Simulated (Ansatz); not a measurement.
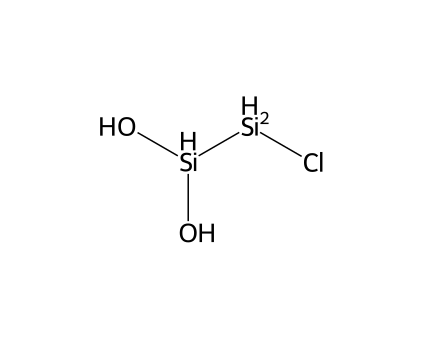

The drawing above gives the connectivity. The geometry was computed by an optimisation with PBE0-D4/def2-TZVP. No frequency run is at hand to confirm it as a minimum.

Describe the 3D structure.

It has 10 atoms: 1 chlorine, 5 hydrogen, 2 oxygen and 2 silicon (ClH5O2Si2). Its SMILES string is `O[SiH](O)[SiH2]Cl`. It has no ring. Among its groups: Si–H bond, Si–O bond. This geometry has C1 symmetry. Coordination: 2 O bent; 2 Si tetrahedral.

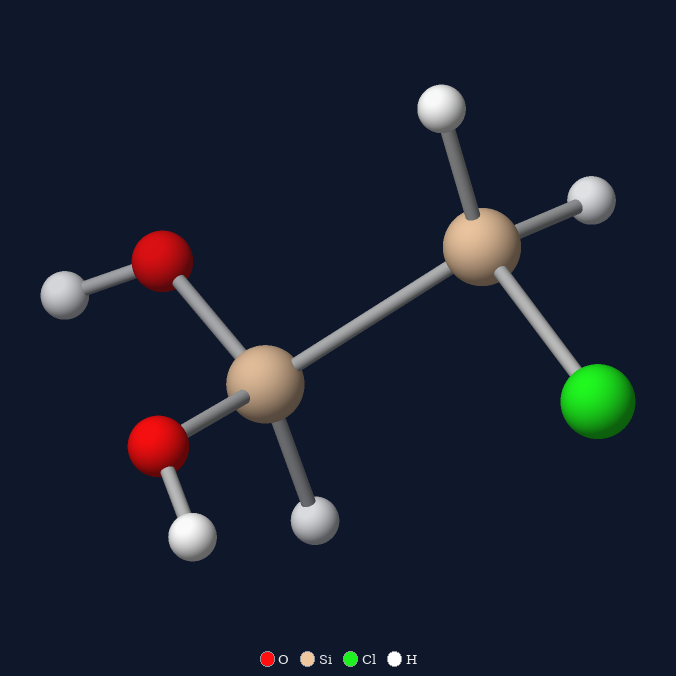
